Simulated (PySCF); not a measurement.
Molecule: Te(OMe)(SiMe3), SMILES CO[Te][Si](C)(C)C. Atoms near the plane z = 1.2 Å, at the GFN2-xTB optimised geometry (x, y, z in Å): Te1 (-2.0, -0.7, 0.0), O2 (-2.0, 1.3, 0.0), C3 (-2.2, 2.0, 1.2), H4 (-1.4, 1.8, 1.9), H5 (-2.2, 3.1, 1.0), H6 (-3.2, 1.8, 1.6), Si7 (0.6, -0.7, 0.0), C8 (1.3, 0.1, 1.6), C10 (1.1, -2.5, -0.1), H11 (2.3, 0.0, 1.7), H12 (1.0, 1.1, 1.7), H13 (0.9, -0.4, 2.5), H18 (0.8, -3.1, 0.7), H19 (2.2, -2.6, -0.2).

Computed with PBE0/def2-SVP, def2 effective core potentials past Kr in PySCF. The core electrons that the potentials of Te replace are not part of the density. Cells within 0.4 Å of a nucleus heavier than hydrogen are left out (blank, or x). The values are rescaled to run from 0 to 1.

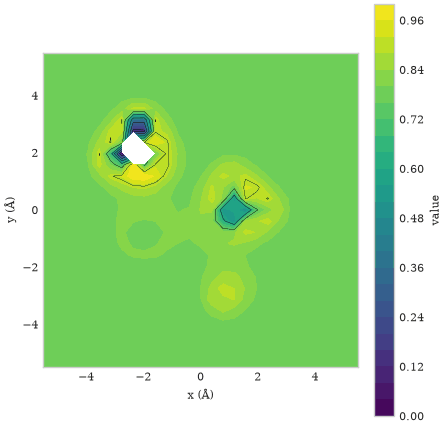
*a field on the plane z = 1.2 Å.*

Task: Which quantity is mapped?
A) log10 of the electron density
B) deformation density (molecule minus spherical neutral atoms)
C) electron localisation function
D) Laplacian of the electron density

Result: D, Laplacian of the electron density. In full: Laplacian of the electron density (e/bohr⁵).
